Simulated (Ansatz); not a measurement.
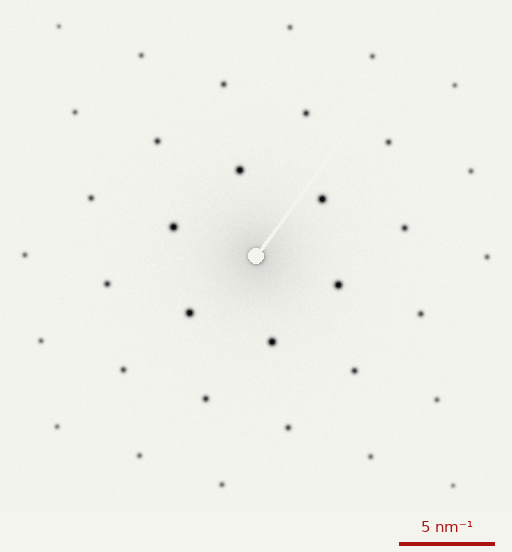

Kinematic zone-axis pattern, calculated for 200 keV electrons with B = 0.5 Å².

### What net do the spots form, and what spacings does it show?

The spots form a hexagonal net with both shortest vectors at d = 2.17 Å, 60.0° apart.

### What is the point symmetry of the pattern, intensities included?

6mm. Such a pattern arises along the three- or sixfold axis of a trigonal, hexagonal or cubic crystal.

### Which crystal and zone produced it?

This cannot be fixed from one zone alone; the pattern is [111] of SiGe2, space group Fm-3m (No. 225), a = 6.14 Å. The net vectors are -2 2 0 and -2 0 2. Structure: the end point of a relaxation with Ansatz 0.2.0, DFT r2SCAN, scalar-relativistic, plane waves, PAW; the starting structure was generated, so it need not be a known form of this composition.
